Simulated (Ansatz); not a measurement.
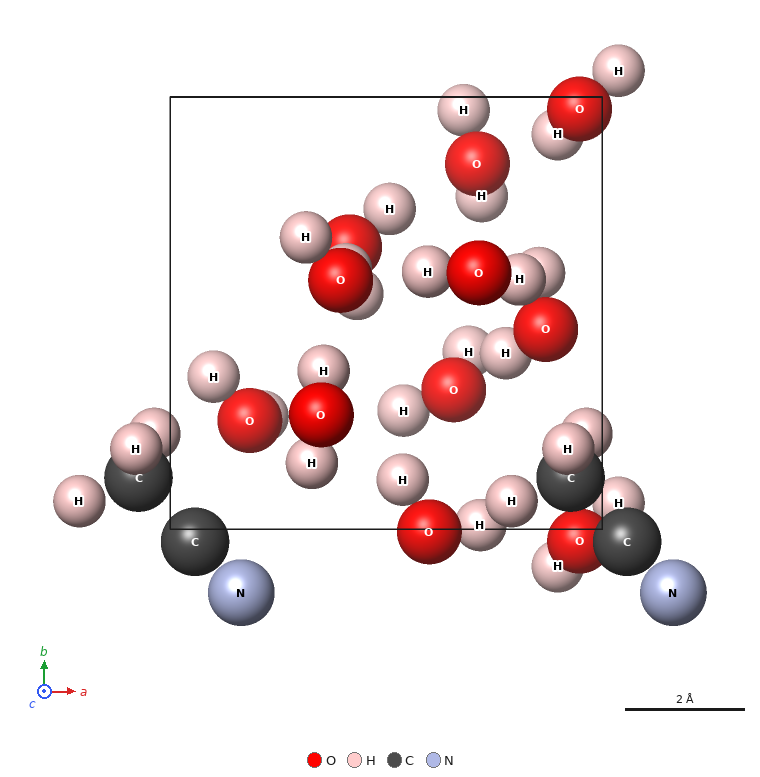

The starting structure (spheres-only view of the cell of the calculation, along the c axis).

# Run report: C₂H₂₃NO₁₀, molecular dynamics (part 1 of 3)

The run: molecular dynamics of C₂H₂₃NO₁₀ (disordered cell, 36 atoms in the cell). Method and program: DFT PBE-D3(BJ), scalar-relativistic, plane waves, PAW, no spin polarisation (Ansatz 0.2.0).

It belongs to a series of runs on one base structure; here: dynamics from the start.

Output:
```
Warning: md: disabling space-group detection — thermal motion breaks the input geometry's symmetry, so no spatial operation reduces the k-mesh or symmetrises the density; time reversal is kept, so that k and −k are solved as one point where they differ and the mesh holds both, and exact exchange and, on two spinor components, a DFT+U term hold to it where the run has them: on two components no moment then forms, and a state that bears one, which a typed moment (crystal.atoms[].spin; refused beside efield: under a hybrid functional) reaches, can lie lower, under hf by electronvolts; crystal.symmetry.detect: false (a key that needs symmetry detection or time reversal refuses this as the deck is read) with time_reversal: false beside it drops time reversal too
Engine: ansatz 0.2.0, x86_64-unknown-linux-gnu
Pseudopotentials: kind: paw
Pseudopotential: O, paw, valence charge 6, recommended cutoff 420 eV (normal), O.paw.azcp
Pseudopotential: H, paw, valence charge 1, recommended cutoff 420 eV (normal), H.paw.azcp
Pseudopotential: C, paw, valence charge 4, recommended cutoff 420 eV (normal), C.paw.azcp
Pseudopotential: N, paw, valence charge 5, recommended cutoff 420 eV (normal), N.paw.azcp
Functional definition: PBE
  parameter kappa = 0.804
  parameter beta = 0.06672455060314922
  exchange = pbe_x(kappa = kappa, mu = beta*pi^2/3)
  correlation = pbe_c(beta = beta)
Crystal: 36 atoms, lattice volume = 387.000 Å³
Basis set: ecut = 420 eV, 7521 PW (Γ), exchange–correlation on 100×100×100 points (8 copies of the dense FFT grid, shifted against one another)
Bands: 84, of which v1, the nominal top of the filled ones, is band 48 counted from 1 (47 counted from 0)
Symmetry: 1 space group operations
k-points: 1
Non-local potential: O, projectors of the file, l = 0: 2, l = 1: 2, l = 2: 1
Non-local potential: H, projectors of the file, l = 0: 2, l = 1: 1
Non-local potential: C, projectors of the file, l = 0: 2, l = 1: 2, l = 2: 1
Non-local potential: N, projectors of the file, l = 0: 2, l = 1: 2, l = 2: 1
PAW form: soft (Blöchl's): semilocal exchange-correlation on the pseudo side does not see the compensation charge
PAW one-centre angular grid: O, 110 points (default); XC on 64 Gauss nodes
PAW one-centre angular grid: H, 110 points (default); XC on 64 Gauss nodes
PAW one-centre angular grid: C, 110 points (default); XC on 64 Gauss nodes
PAW one-centre angular grid: N, 110 points (default); XC on 64 Gauss nodes
Initial density: superposition of atomic densities (neutral atoms: chi_scale 0, normalization atom), corrected by the library's trained network
Initial wavefunctions: pseudopotential atomic-orbital guess
Functional: x = pbe(κ = 0.804, μ = 0.2195149727645171), c = pbe(β = 0.06672455060314922)
SCF iter   1: F=—  HF=-6930.894268 eV  |F-HF|=—  |Δ(HF+E_count)|=         —  Δρ=2.85e-3  dr2=3.90e-2  ethr=1.77e-3  ⟨swp⟩=6.0  Hψ=376  notcnv=0  defer=10
preconditioner: auto → Resta (q_TF=auto, 2.163 Å⁻¹)  ε∞=2.2  [insulator: Δε(μ)=4.849 eV  Ē_g=17.116 eV  σ=0.050 eV  W_gap=1.00  n_scr=80 (ndim 8)  ℏωp=18.5 eV  f_vac=0.267  D(μ)=0.00/eV (n_scr^D=0)  ε∞_Penn≈2.2]
SCF iter   2: F=—  HF=-6930.881600 eV  |F-HF|=—  |Δ(HF+E_count)|=   1.27e-2  Δρ=1.40e-3  dr2=7.40e-3  ethr=4.07e-5  ⟨swp⟩=2.0  Hψ=134  notcnv=0  defer=27
SCF iter   3: F=—  HF=-6930.877714 eV  |F-HF|=—  |Δ(HF+E_count)|=   3.89e-3  Δρ=5.89e-4  dr2=2.04e-3  ethr=7.71e-6  ⟨swp⟩=2.0  Hψ=102  notcnv=0  defer=27
SCF iter   4: F=—  HF=-6930.877107 eV  |F-HF|=—  |Δ(HF+E_count)|=   6.07e-4  Δρ=2.81e-4  dr2=3.71e-4  ethr=2.12e-6  ⟨swp⟩=2.0  Hψ=95  notcnv=0  defer=27
SCF iter   5: F=—  HF=-6930.877090 eV  |F-HF|=—  |Δ(HF+E_count)|=   1.69e-5  Δρ=1.61e-4  dr2=1.14e-4  ethr=3.87e-7  ⟨swp⟩=2.0  Hψ=95  notcnv=0  defer=27
SCF iter   6: F=—  HF=-6930.877072 eV  |F-HF|=—  |Δ(HF+E_count)|=   1.82e-5  Δρ=4.30e-5  dr2=8.13e-6  ethr=1.19e-7  ⟨swp⟩=2.0  Hψ=85  notcnv=0  defer=27
SCF iter   7: F=—  HF=-6930.877221 eV  |F-HF|=—  |Δ(HF+E_count)|=   1.48e-4  Δρ=1.54e-5  dr2=7.54e-7  ethr=8.46e-9  ⟨swp⟩=2.0  Hψ=96  notcnv=0  defer=27
SCF iter   8: F=—  HF=-6930.877221 eV  |F-HF|=—  |Δ(HF+E_count)|=   1.76e-8  Δρ=4.02e-6  dr2=4.39e-8  ethr=7.85e-10  ⟨swp⟩=2.0  Hψ=102  notcnv=0  defer=27
SCF iter   9: F=-6930.877221 eV  HF=-6930.877221 eV  |F-HF|=2.22e-10  |Δ(HF+E_count)|=   2.70e-8  Δρ=1.09e-6  dr2=4.66e-9  ethr=3.75e-11  ⟨swp⟩=4.0  Hψ=222  notcnv=0
SCF 1 converged in 9 iterations: F = -6930.877221 eV  dr2 = 4.66e-9
  greatest PAW one-centre occupation: 0.867 electrons in one spin orbital (limit 2), on the O atom at site 0 (counted from 0), in its partial waves of l = 0
md step     0: t =     0.00 fs  T =  1458.3 K  F+E_penalty+E_count = -6930.87722057 eV  E_kin = 6.786150 eV  (9 SCF iters)
Initial density: handed on by an earlier stage of this run
Initial wavefunctions: those handed on with the density
iter 1 solved again at ethr=1.46e-4 eV; its pass at ethr=3.10e-3 eV (dr2=1.40e-1 eV) is discarded
SCF iter   1: F=—  HF=-6930.424785 eV  |F-HF|=—  |Δ(HF+E_count)|=         —  Δρ=9.16e-3  dr2=1.44e-1  ethr=1.46e-4  ⟨swp⟩=11.0  Hψ=396  notcnv=0  defer=1
preconditioner: auto → Resta (q_TF=auto, 2.163 Å⁻¹)  ε∞=2.2  [insulator: Δε(μ)=4.585 eV  Ē_g=17.069 eV  σ=0.050 eV  W_gap=1.00  n_scr=80 (ndim 8)  ℏωp=18.5 eV  f_vac=0.271  D(μ)=0.00/eV (n_scr^D=0)  ε∞_Penn≈2.2]
SCF iter   2: F=—  HF=-6930.402664 eV  |F-HF|=—  |Δ(HF+E_count)|=   2.21e-2  Δρ=4.05e-3  dr2=2.32e-2  ethr=1.46e-4  ⟨swp⟩=2.0  Hψ=146  notcnv=0  defer=27
SCF iter   3: F=—  HF=-6930.402646 eV  |F-HF|=—  |Δ(HF+E_count)|=   1.79e-5  Δρ=1.72e-3  dr2=4.94e-3  ethr=2.42e-5  ⟨swp⟩=2.0  Hψ=113  notcnv=0  defer=27
SCF iter   4: F=—  HF=-6930.402962 eV  |F-HF|=—  |Δ(HF+E_count)|=   3.16e-4  Δρ=2.73e-4  dr2=2.94e-4  ethr=5.14e-6  ⟨swp⟩=2.0  Hψ=104  notcnv=0  defer=27
SCF iter   5: F=—  HF=-6930.403025 eV  |F-HF|=—  |Δ(HF+E_count)|=   6.31e-5  Δρ=1.80e-4  dr2=1.47e-4  ethr=3.06e-7  ⟨swp⟩=2.0  Hψ=97  notcnv=0  defer=27
SCF iter   6: F=—  HF=-6930.403011 eV  |F-HF|=—  |Δ(HF+E_count)|=   1.32e-5  Δρ=7.12e-5  dr2=2.19e-5  ethr=1.53e-7  ⟨swp⟩=2.0  Hψ=85  notcnv=0  defer=27
SCF iter   7: F=—  HF=-6930.403210 eV  |F-HF|=—  |Δ(HF+E_count)|=   1.99e-4  Δρ=2.53e-5  dr2=2.01e-6  ethr=2.28e-8  ⟨swp⟩=2.0  Hψ=95  notcnv=0  defer=27
SCF iter   8: F=—  HF=-6930.403211 eV  |F-HF|=—  |Δ(HF+E_count)|=   6.88e-7  Δρ=8.89e-6  dr2=2.69e-7  ethr=2.10e-9  ⟨swp⟩=2.0  Hψ=105  notcnv=0  defer=27
SCF iter   9: F=-6930.403211 eV  HF=-6930.403211 eV  |F-HF|=1.67e-8  |Δ(HF+E_count)|=   6.61e-8  Δρ=2.41e-6  dr2=1.67e-8  ethr=3.75e-11  ⟨swp⟩=3.0  Hψ=281  notcnv=0
SCF 2 converged in 9 iterations: F = -6930.403211 eV  dr2 = 1.67e-8
  greatest PAW one-centre occupation: 0.867 electrons in one spin orbital (limit 2), on the O atom at site 24 (counted from 0), in its partial waves of l = 0
md step     1: t =     0.75 fs  T =  1345.5 K  F+E_penalty+E_count = -6930.40321106 eV  E_kin = 6.260936 eV  (9 SCF iters, 3 dispersion substeps)
[... from here on the SCF iterations and repeated set-up lines of each step are left out, up to the last step ...]
md step     2: t =     1.50 fs  T =  1201.8 K  F+E_penalty+E_count = -6929.49065144 eV  E_kin = 5.592198 eV  (9 SCF iters, 3 dispersion substeps)
md step     3: t =     2.25 fs  T =  1132.4 K  F+E_penalty+E_count = -6928.85119650 eV  E_kin = 5.269513 eV  (9 SCF iters, 3 dispersion substeps)
md step     4: t =     3.00 fs  T =  1087.4 K  F+E_penalty+E_count = -6928.66964759 eV  E_kin = 5.059929 eV  (9 SCF iters, 3 dispersion substeps)
md step     5: t =     3.75 fs  T =  1061.2 K  F+E_penalty+E_count = -6928.64394547 eV  E_kin = 4.938072 eV  (9 SCF iters, 3 dispersion substeps)
md step     6: t =     4.50 fs  T =  1070.1 K  F+E_penalty+E_count = -6928.56715501 eV  E_kin = 4.979597 eV  (8 SCF iters, 3 dispersion substeps)
md step     7: t =     5.25 fs  T =  1007.0 K  F+E_penalty+E_count = -6928.44119194 eV  E_kin = 4.685905 eV  (10 SCF iters, 3 dispersion substeps)
md step     8: t =     6.00 fs  T =   962.8 K  F+E_penalty+E_count = -6928.30296330 eV  E_kin = 4.480283 eV  (9 SCF iters, 3 dispersion substeps)
md step     9: t =     6.75 fs  T =   860.8 K  F+E_penalty+E_count = -6928.10399211 eV  E_kin = 4.005628 eV  (8 SCF iters, 3 dispersion substeps)
md step    10: t =     7.50 fs  T =   853.6 K  F+E_penalty+E_count = -6927.84999875 eV  E_kin = 3.972229 eV  (9 SCF iters, 3 dispersion substeps)
md step    11: t =     8.25 fs  T =   946.2 K  F+E_penalty+E_count = -6927.80682748 eV  E_kin = 4.403088 eV  (8 SCF iters, 3 dispersion substeps)
md step    12: t =     9.00 fs  T =   996.6 K  F+E_penalty+E_count = -6928.09671319 eV  E_kin = 4.637628 eV  (9 SCF iters, 3 dispersion substeps)
md step    13: t =     9.75 fs  T =  1001.8 K  F+E_penalty+E_count = -6928.27179903 eV  E_kin = 4.661650 eV  (8 SCF iters, 3 dispersion substeps)
md step    14: t =    10.50 fs  T =   945.2 K  F+E_penalty+E_count = -6928.07546889 eV  E_kin = 4.398166 eV  (8 SCF iters, 3 dispersion substeps)
md step    15: t =    11.25 fs  T =   928.9 K  F+E_penalty+E_count = -6927.83212693 eV  E_kin = 4.322583 eV  (8 SCF iters, 3 dispersion substeps)
md step    16: t =    12.00 fs  T =   957.2 K  F+E_penalty+E_count = -6927.70809193 eV  E_kin = 4.454362 eV  (8 SCF iters, 3 dispersion substeps)
md step    17: t =    12.75 fs  T =   901.8 K  F+E_penalty+E_count = -6927.49895161 eV  E_kin = 4.196417 eV  (8 SCF iters, 3 dispersion substeps)
md step    18: t =    13.50 fs  T =   843.8 K  F+E_penalty+E_count = -6927.22184267 eV  E_kin = 3.926562 eV  (9 SCF iters, 3 dispersion substeps)
md step    19: t =    14.25 fs  T =   818.7 K  F+E_penalty+E_count = -6927.00467844 eV  E_kin = 3.809775 eV  (9 SCF iters, 3 dispersion substeps)
md step    20: t =    15.00 fs  T =   829.7 K  F+E_penalty+E_count = -6926.94949915 eV  E_kin = 3.860947 eV  (9 SCF iters, 3 dispersion substeps)
md step    21: t =    15.75 fs  T =   794.1 K  F+E_penalty+E_count = -6926.95763067 eV  E_kin = 3.695430 eV  (8 SCF iters, 3 dispersion substeps)
md step    22: t =    16.50 fs  T =   827.1 K  F+E_penalty+E_count = -6926.89445351 eV  E_kin = 3.848951 eV  (9 SCF iters, 3 dispersion substeps)
md step    23: t =    17.25 fs  T =   778.5 K  F+E_penalty+E_count = -6926.81807165 eV  E_kin = 3.622840 eV  (8 SCF iters, 3 dispersion substeps)
md step    24: t =    18.00 fs  T =   818.6 K  F+E_penalty+E_count = -6926.82876372 eV  E_kin = 3.809185 eV  (8 SCF iters, 3 dispersion substeps)
md step    25: t =    18.75 fs  T =   871.3 K  F+E_penalty+E_count = -6926.87563877 eV  E_kin = 4.054622 eV  (8 SCF iters, 3 dispersion substeps)
md step    26: t =    19.50 fs  T =   929.1 K  F+E_penalty+E_count = -6926.94812057 eV  E_kin = 4.323602 eV  (10 SCF iters, 3 dispersion substeps)
md step    27: t =    20.25 fs  T =   946.5 K  F+E_penalty+E_count = -6926.96402698 eV  E_kin = 4.404383 eV  (8 SCF iters, 3 dispersion substeps)
md step    28: t =    21.00 fs  T =  1026.1 K  F+E_penalty+E_count = -6926.97928438 eV  E_kin = 4.774589 eV  (8 SCF iters, 3 dispersion substeps)
md step    29: t =    21.75 fs  T =  1117.8 K  F+E_penalty+E_count = -6926.92758684 eV  E_kin = 5.201588 eV  (8 SCF iters, 3 dispersion substeps)
md step    30: t =    22.50 fs  T =  1158.1 K  F+E_penalty+E_count = -6926.78586942 eV  E_kin = 5.389099 eV  (9 SCF iters, 3 dispersion substeps)
md step    31: t =    23.25 fs  T =  1069.9 K  F+E_penalty+E_count = -6926.61394893 eV  E_kin = 4.978770 eV  (9 SCF iters, 3 dispersion substeps)
md step    32: t =    24.00 fs  T =  1044.6 K  F+E_penalty+E_count = -6926.55559456 eV  E_kin = 4.861122 eV  (8 SCF iters, 3 dispersion substeps)
md step    33: t =    24.75 fs  T =  1097.9 K  F+E_penalty+E_count = -6926.50959474 eV  E_kin = 5.109096 eV  (8 SCF iters, 3 dispersion substeps)
md step    34: t =    25.50 fs  T =  1031.1 K  F+E_penalty+E_count = -6926.32661278 eV  E_kin = 4.797924 eV  (10 SCF iters, 3 dispersion substeps)
md step    35: t =    26.25 fs  T =  1067.7 K  F+E_penalty+E_count = -6926.20266253 eV  E_kin = 4.968386 eV  (9 SCF iters, 3 dispersion substeps)
md step    36: t =    27.00 fs  T =  1061.2 K  F+E_penalty+E_count = -6926.17827342 eV  E_kin = 4.938051 eV  (8 SCF iters, 3 dispersion substeps)
md step    37: t =    27.75 fs  T =  1012.3 K  F+E_penalty+E_count = -6926.15892874 eV  E_kin = 4.710794 eV  (8 SCF iters, 3 dispersion substeps)
md step    38: t =    28.50 fs  T =  1070.9 K  F+E_penalty+E_count = -6926.30047746 eV  E_kin = 4.983336 eV  (8 SCF iters, 3 dispersion substeps)
md step    39: t =    29.25 fs  T =  1157.4 K  F+E_penalty+E_count = -6926.70870266 eV  E_kin = 5.385825 eV  (9 SCF iters, 3 dispersion substeps)
md step    40: t =    30.00 fs  T =  1250.1 K  F+E_penalty+E_count = -6927.13094219 eV  E_kin = 5.816971 eV  (9 SCF iters, 3 dispersion substeps)
md step    41: t =    30.75 fs  T =  1327.7 K  F+E_penalty+E_count = -6927.20528895 eV  E_kin = 6.178393 eV  (8 SCF iters, 3 dispersion substeps)
md step    42: t =    31.50 fs  T =  1252.3 K  F+E_penalty+E_count = -6926.94808672 eV  E_kin = 5.827319 eV  (8 SCF iters, 3 dispersion substeps)
md step    43: t =    32.25 fs  T =  1186.6 K  F+E_penalty+E_count = -6926.66357515 eV  E_kin = 5.521714 eV  (10 SCF iters, 3 dispersion substeps)
md step    44: t =    33.00 fs  T =  1194.6 K  F+E_penalty+E_count = -6926.66722113 eV  E_kin = 5.558969 eV  (9 SCF iters, 3 dispersion substeps)
md step    45: t =    33.75 fs  T =  1273.5 K  F+E_penalty+E_count = -6926.85666278 eV  E_kin = 5.926176 eV  (10 SCF iters, 3 dispersion substeps)
md step    46: t =    34.50 fs  T =  1273.1 K  F+E_penalty+E_count = -6926.89611636 eV  E_kin = 5.924078 eV  (9 SCF iters, 3 dispersion substeps)
md step    47: t =    35.25 fs  T =  1125.6 K  F+E_penalty+E_count = -6926.59563566 eV  E_kin = 5.238026 eV  (8 SCF iters, 3 dispersion substeps)
md step    48: t =    36.00 fs  T =  1036.2 K  F+E_penalty+E_count = -6926.16400210 eV  E_kin = 4.821716 eV  (8 SCF iters, 3 dispersion substeps)
md step    49: t =    36.75 fs  T =  1020.6 K  F+E_penalty+E_count = -6926.01995625 eV  E_kin = 4.749244 eV  (8 SCF iters, 3 dispersion substeps)
md step    50: t =    37.50 fs  T =  1068.1 K  F+E_penalty+E_count = -6926.20386603 eV  E_kin = 4.970182 eV  (9 SCF iters, 3 dispersion substeps)
md step    51: t =    38.25 fs  T =  1200.6 K  F+E_penalty+E_count = -6926.39885545 eV  E_kin = 5.586660 eV  (8 SCF iters, 3 dispersion substeps)
md step    52: t =    39.00 fs  T =  1213.2 K  F+E_penalty+E_count = -6926.40008483 eV  E_kin = 5.645509 eV  (8 SCF iters, 3 dispersion substeps)
md step    53: t =    39.75 fs  T =  1180.7 K  F+E_penalty+E_count = -6926.22427091 eV  E_kin = 5.494169 eV  (8 SCF iters, 3 dispersion substeps)
md step    54: t =    40.50 fs  T =  1157.5 K  F+E_penalty+E_count = -6926.01766961 eV  E_kin = 5.386424 eV  (8 SCF iters, 3 dispersion substeps)
md step    55: t =    41.25 fs  T =  1150.7 K  F+E_penalty+E_count = -6925.94279430 eV  E_kin = 5.354451 eV  (8 SCF iters, 3 dispersion substeps)
md step    56: t =    42.00 fs  T =  1138.9 K  F+E_penalty+E_count = -6925.96267483 eV  E_kin = 5.299629 eV  (7 SCF iters, 3 dispersion substeps)
md step    57: t =    42.75 fs  T =  1207.5 K  F+E_penalty+E_count = -6925.98185553 eV  E_kin = 5.618950 eV  (8 SCF iters, 3 dispersion substeps)
md step    58: t =    43.50 fs  T =  1239.4 K  F+E_penalty+E_count = -6925.93422585 eV  E_kin = 5.767335 eV  (8 SCF iters, 3 dispersion substeps)
md step    59: t =    44.25 fs  T =  1211.1 K  F+E_penalty+E_count = -6925.84054688 eV  E_kin = 5.635484 eV  (8 SCF iters, 3 dispersion substeps)
md step    60: t =    45.00 fs  T =  1251.7 K  F+E_penalty+E_count = -6925.75444855 eV  E_kin = 5.824595 eV  (9 SCF iters, 3 dispersion substeps)
md step    61: t =    45.75 fs  T =  1270.5 K  F+E_penalty+E_count = -6925.79112607 eV  E_kin = 5.912129 eV  (8 SCF iters, 3 dispersion substeps)
automatic band count: iteration 1 solves 55 bands in place of 84: the levels show a gap, and the empty bands left out lie too high to hold charge; the band table lists the bands solved (type scf.n_extra_bands for more)
preconditioner: auto → Resta (q_TF=auto, 2.163 Å⁻¹)  ε∞=2.9  [insulator: Δε(μ)=3.932 eV  Ē_g=13.454 eV  σ=0.050 eV  W_gap=1.00  n_scr=80 (ndim 8)  ℏωp=18.5 eV  f_vac=0.276  D(μ)=0.00/eV (n_scr^D=0)  ε∞_Penn≈2.9]
  greatest PAW one-centre occupation: 0.875 electrons in one spin orbital (limit 2), on the O atom at site 0 (counted from 0), in its partial waves of l = 0
md step    62: t =    46.50 fs  T =  1381.6 K  F+E_penalty+E_count = -6925.89314417 eV  E_kin = 6.429058 eV  (9 SCF iters, 3 dispersion substeps)
```

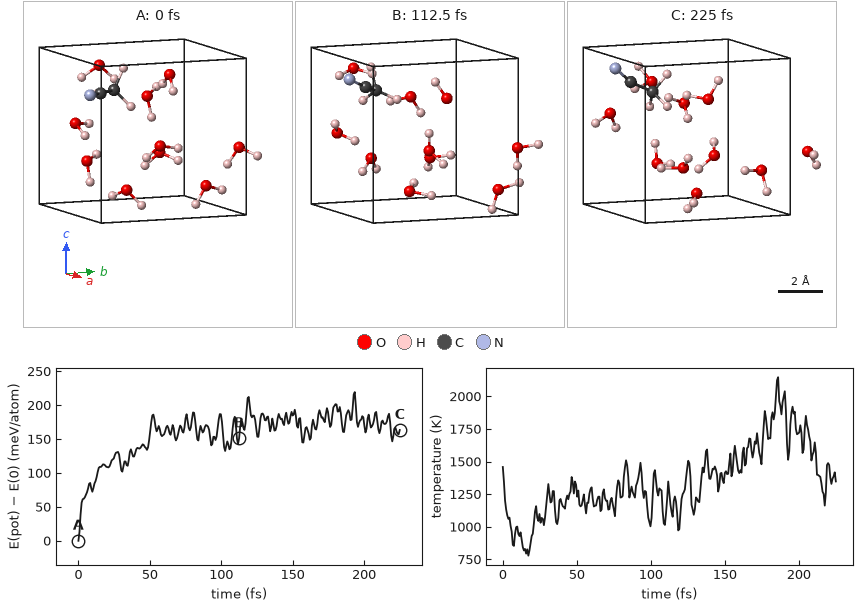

Frames of the molecular dynamics (ball-and-stick, simulation cell, seen slightly off an axis) above the curves, on which the letters mark them. The trajectory kept here has 301 frames over 225 fs. The temperature starts at 1458 K, ranges from 779 to 2147 K and averages 1515 K over the second half. The potential energy ends 163.4 meV/atom above its first value. With the common drift removed, the root-mean-square displacement is 1.64 Å, and H5 has moved furthest (2.96 Å).

```
automatic band count: iteration 1 solves 55 bands in place of 84: the levels show a gap, and the empty bands left out lie too high to hold charge; the band table lists the bands solved (type scf.n_extra_bands for more)
preconditioner: auto → Resta (q_TF=auto, 2.163 Å⁻¹)  ε∞=2.9  [insulator: Δε(μ)=3.930 eV  Ē_g=13.462 eV  σ=0.050 eV  W_gap=1.00  n_scr=80 (ndim 8)  ℏωp=18.5 eV  f_vac=0.276  D(μ)=0.00/eV (n_scr^D=0)  ε∞_Penn≈2.9]
  greatest PAW one-centre occupation: 0.876 electrons in one
[...]
Internal energy: -6924.995387 eV  (E = F + TS)
E sigma→0 (E₀):  -6924.995387 eV
Fermi energy:    -0.318487 eV
--- Per-component energies (eV) ---
  E_band       = -913.786482
  E_kinetic    = 2371.074991
  E_local      = -7561.246351  (includes V_loc(G=0)·N_el)
  E_nonlocal   = 623.357632
  E_hartree    = 2724.955896
  E_xc         = -1088.487714
  E_vxc        = -1386.429010  (∫ρ·V_xc dr)
  E_paw        = -1923.448367  (= ΣΔE_a)
  E_vpaw       = -410.454293  (= ΣTr[D̂ρ^β])
  E_aug_tail   = -0.003073  (compensation charges beyond the density's cutoff)
  E_ewald      = -2069.911366
  E_disp       = -1.287034  (pairwise vdW)
  E_smearing   = -0.000000  (= −TS)
  E_closure    = -0.000000  (closes the sum)
  Σ components = -6924.995387   (vs F -6924.995387, Δ=0.00e0)
```
